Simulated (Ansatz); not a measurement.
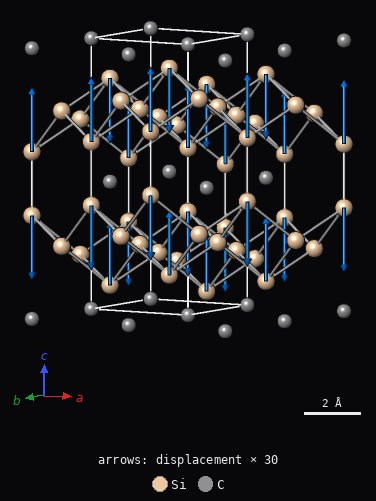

A relaxation of crystalline Si4C (a generated structure, set up in I4/mmm). The starting structure is drawn; blue arrows show the displacements (the part carried along by the change of the cell is left out), magnified 30 times.

Style: ball-and-stick. Shown: the conventional cell (2 times the calculation's cell), repeated 2 × 2 × 1 with one cell outlined, from a free direction. Lengths and directions refer to the drawn axes.

Computed with DFT PBE, scalar-relativistic, plane waves, PAW in Ansatz 0.2.0. (plane-wave cutoff 420 eV; k-point mesh 14 × 14 × 14; occupations gaussian; smearing width 0.1 eV; collinear spin; cell and atoms relaxed; force threshold 0.01 eV/Å; at most 80 steps)

Which element moves most?

Silicon: up to 0.079 Å, against 0.000 Å for carbon.

What did the optimiser do to the structure, and how much energy did it gain?

The energy falls by 23.0 meV per atom in 5 accepted moves (7 points after the start). Largest force component: 0.27 eV/Å at the start, 0.00043 eV/Å at the end. Pressure: −0.30 GPa at the start and 0.00 GPa at the end. The SCF was repeated twice at an unchanged geometry on a basis and grid sized afresh for the cell, which shifted the energy by 0.9 meV per atom at most. The largest moves relative to the cell, 0.079 Å, are those of Si atoms. C stays in place. The drawn cell changes as follows: a = b 4.068 → 4.294 Å (+5.5 %), c 9.761 → 8.972 Å (−8.1 %); the volume changes by +2.4 %. Some distances before and after: Si–Si 2.300 → 2.271 Å, Si–Si 2.409 → 2.416 Å. Bond angles that change, for instance: Si–Si–Si 115.2° → 125.4°, Si–Si–Si 122.4° → 117.3°, Si–Si–Si 73.3° → 77.9°. The space group stays I4/mmm (No. 139). The run took 14 min on 1 thread of AMD EPYC (Zen 3), with other jobs on the host, peak memory 0.82 GiB.
